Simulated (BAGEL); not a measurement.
**B3LYP/6-31G(d) (density fitting with qzvpp-jkfit, spherical functions) run of B2H4Cl2 (SMILES [BH2-]1[Cl+][BH2-][Cl+]1)**

What is the energy change on altering one bond length of B2H4Cl2 at B3LYP/6-31G* (density fitting with qzvpp-jkfit, spherical functions)? 

Program for the calculation: BAGEL 1.2.2.

2 further runs of the same task are left out: 2 that didn't finish. Runs told in other sessions of the task aren't counted.

## Step 1: The molecule

B2H4Cl2 has 8 atoms, charge 0, and is taken as a singlet. SMILES: `[BH2-]1[Cl+][BH2-][Cl+]1`. Geometry: relaxed at GFN2-xTB.

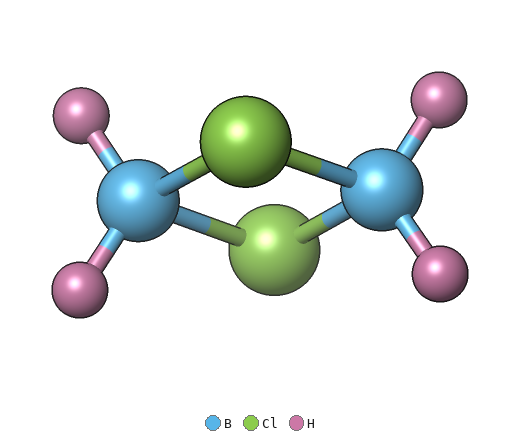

The structure, seen from a chosen angle (boron blue, chlorine green, hydrogen pink).

## Step 2: The energy at B3LYP/6-31G(d) (density fitting with qzvpp-jkfit, spherical functions)

dft.json reads:

```json
{ "bagel" : [

{
  "title" : "molecule",
  "basis" : "6-31gs.json",
  "df_basis" : "qzvpp-jkfit",
  "angstrom" : true,
  "geometry" : [
    { "atom" : "B", "xyz" : [      -0.350670,       1.158840,      -0.443780 ] },
    { "atom" : "Cl", "xyz" : [      -1.121800,      -0.030220,       0.808250 ] },
    { "atom" : "B", "xyz" : [       0.351220,      -1.159670,       0.443610 ] },
    { "atom" : "Cl", "xyz" : [       1.114490,       0.023940,      -0.819690 ] },
    { "atom" : "H", "xyz" : [      -1.043100,       1.274870,      -1.389840 ] },
    { "atom" : "H", "xyz" : [       0.012300,       2.145660,       0.087030 ] },
    { "atom" : "H", "xyz" : [       1.043490,      -1.259540,       1.391870 ] },
    { "atom" : "H", "xyz" : [      -0.005930,      -2.153880,      -0.077460 ] }
  ]
},

{
  "title" : "ks",
  "xc_func" : "b3lyp"
},

{
  "title" : "print",
  "file" : "orbitals.molden",
  "orbitals" : true
}

]}
```

The basis set 6-31G* is read from a file made from the Basis Set Exchange's data (not shown).

Started as:

```bash
$ BAGEL_NUM_THREADS=1 BAGEL dft.json > dft.out
```

The program printed:

```text
* using 1 threads per process

  ===============================================================
  ===============================================================

  *** Geometry ***

  { "atom" : "B", "xyz" : [     -0.662670,      2.189890,     -0.838623 ] },
  { "atom" : "Cl", "xyz" : [     -2.119895,     -0.057108,      1.527371 ] },
  { "atom" : "B", "xyz" : [      0.663710,     -2.191459,      0.838301 ] },
  { "atom" : "Cl", "xyz" : [      2.106081,      0.045240,     -1.548990 ] },
  { "atom" : "H", "xyz" : [     -1.971173,      2.409155,     -2.626417 ] },
  { "atom" : "H", "xyz" : [      0.023244,      4.054710,      0.164463 ] },
  { "atom" : "H", "xyz" : [      1.971910,     -2.380186,      2.630253 ] },
  { "atom" : "H", "xyz" : [     -0.011206,     -4.070243,     -0.146378 ] },

  Number of auxiliary basis functions:      478

  Since a DF basis is specified, we compute 2- and 3-index integrals:
    o Being stored without compression. Storage requirement is 0.020 GB

  Number of basis functions:       72
  Number of electrons      :       48

    * METHOD: MOLECULE                             0.47

  *** Kohn-Sham DFT ***

    * Removing 16236 points whose weight is below 1.00e-10
    * Grid points: 103012

  === Nuclear Repulsion ===
   196.8636397515

       - DIIS with orbital gradients will be used.

  === KS iteration (b3lyp / 6-31gs.json) ===
      0       -945.52159487          0.12158736           0.79
      1       -940.52069581          0.14276044           0.45
      2       -949.20603776          0.10503471           0.50
      3       -970.18397407          0.05762438           0.45
      4       -972.32726375          0.02142542           0.44
      5       -972.39123561          0.01442069           0.43
      6       -972.48945428          0.00673038           0.46
      7       -972.52003828          0.00125951           0.44
      8       -972.52080644          0.00016425           0.40
      9       -972.52083160          0.00004772           0.40
     10       -972.52083314          0.00002269           0.41
     11       -972.52083354          0.00000112           0.40
     12       -972.52083354          0.00000040           0.40
     13       -972.52083354          0.00000026           0.46
     14       -972.52083354          0.00000008           0.40
     15       -972.52083354          0.00000002           0.40
     16       -972.52083354          0.00000001           0.41
    * SCF iteration converged.

    * Permanent dipole moment:
           (    0.000642,     0.003003,     0.001815) a.u.

    * METHOD: KS                                   8.46

    * METHOD: PRINT                                0.01

  ===============================================================
```

Wall time 9.3 s (1 thread of Intel Xeon Platinum 8259CL at 2.50GHz (Skylake/Cascade Lake), shared host); peak memory 0.38 GiB.

## Step 3: The distorted shape at the same level

job.json reads:

```json
{ "bagel": [

{
  "title": "molecule",
  "basis": "6-31gs.json",
  "df_basis": "qzvpp-jkfit",
  "angstrom": true,
  "geometry": [
    { "atom": "B", "xyz": [   -0.142969,    1.124036,   -0.160000 ] },
    { "atom": "Cl", "xyz": [   -0.914099,   -0.065024,    1.092030 ] },
    { "atom": "B", "xyz": [    0.558921,   -1.194474,    0.727390 ] },
    { "atom": "Cl", "xyz": [    1.322191,   -0.010864,   -0.535910 ] },
    { "atom": "H", "xyz": [   -1.043100,    1.274870,   -1.389840 ] },
    { "atom": "H", "xyz": [    0.220001,    2.110856,    0.370810 ] },
    { "atom": "H", "xyz": [    1.251191,   -1.294344,    1.675650 ] },
    { "atom": "H", "xyz": [    0.201771,   -2.188684,    0.206320 ] }
  ]
},
{
  "title": "ks",
  "xc_func": "b3lyp"
},
{
  "title": "print",
  "file": "orbitals.molden",
  "orbitals": true
}

]}
```

The basis set 6-31G* is read from a file made from the Basis Set Exchange's data (not shown).

Started as:

```bash
$ BAGEL_NUM_THREADS=1 BAGEL job.json > job.out
```

The program printed:

```text
* using 1 threads per process

  ===============================================================
  ===============================================================

  *** Geometry ***

  { "atom" : "B", "xyz" : [     -0.270172,      2.124120,     -0.302356 ] },
  { "atom" : "Cl", "xyz" : [     -1.727397,     -0.122878,      2.063638 ] },
  { "atom" : "B", "xyz" : [      1.056208,     -2.257229,      1.374568 ] },
  { "atom" : "Cl", "xyz" : [      2.498579,     -0.020530,     -1.012723 ] },
  { "atom" : "H", "xyz" : [     -1.971173,      2.409155,     -2.626417 ] },
  { "atom" : "H", "xyz" : [      0.415742,      3.988940,      0.700729 ] },
  { "atom" : "H", "xyz" : [      2.364408,     -2.445956,      3.166520 ] },
  { "atom" : "H", "xyz" : [      0.381292,     -4.136013,      0.389888 ] },

  Number of auxiliary basis functions:      478

  Since a DF basis is specified, we compute 2- and 3-index integrals:
    o Being stored without compression. Storage requirement is 0.020 GB

  Number of basis functions:       72
  Number of electrons      :       48

    * METHOD: MOLECULE                             0.52

  *** Kohn-Sham DFT ***

    * Removing 15884 points whose weight is below 1.00e-10
    * Grid points: 103364

  === Nuclear Repulsion ===
   195.5732751088

       - DIIS with orbital gradients will be used.

  === KS iteration (b3lyp / 6-31gs.json) ===
      0       -945.55724477          0.12066997           0.78
      1       -940.96038516          0.14099403           0.44
      2       -949.41789710          0.10434908           0.49
      3       -970.40274482          0.05445059           0.42
      4       -972.30054338          0.02107901           0.49
      5       -972.36462931          0.01435769           0.46
      6       -972.46097034          0.00642367           0.43
      7       -972.48723570          0.00256143           0.45
      8       -972.49002065          0.00061544           0.44
      9       -972.49019608          0.00005101           0.43
     10       -972.49019711          0.00002506           0.42
     11       -972.49019739          0.00000231           0.44
     12       -972.49019740          0.00000160           0.47
     13       -972.49019740          0.00000038           0.45
     14       -972.49019740          0.00000012           0.45
     15       -972.49019740          0.00000003           0.41
     16       -972.49019740          0.00000002           0.41
     17       -972.49019740          0.00000000           0.43
    * SCF iteration converged.

    * Permanent dipole moment:
           (   -0.133917,     0.084407,    -0.180246) a.u.

    * METHOD: KS                                   9.30

    * METHOD: PRINT                                0.02

  ===============================================================
```

It took 10 s on 1 thread of Intel Xeon Platinum 8259CL at 2.50GHz (Skylake/Cascade Lake), shared host; peak memory 0.38 GiB.

## Step 4: What came out

Level: B3LYP/6-31G* (density fitting with qzvpp-jkfit, spherical functions).

| quantity | value |
| --- | --- |
| first shape: total energy | -972.52083 Eh |
| first shape: dipole moment | 0.01 D |
| first shape: HOMO energy | -7.88 eV |
| first shape: LUMO energy | -0.21 eV |
| first shape: HOMO–LUMO gap | 7.66 eV |
| distorted shape: total energy | -972.49020 Eh |
| distorted shape: dipole moment | 0.61 D |
| distorted shape: HOMO energy | -7.64 eV |
| distorted shape: LUMO energy | -0.38 eV |
| distorted shape: HOMO–LUMO gap | 7.26 eV |
| energy change with the B1–H5 bond stretched from 1.178 to 1.532 Å | 0.834 eV |

With the B1–H5 bond stretched from 1.178 to 1.532 Å the energy rises by 0.83 eV (19.2 kcal/mol). The first shape isn't relaxed at this level, so the change isn't measured from a minimum.
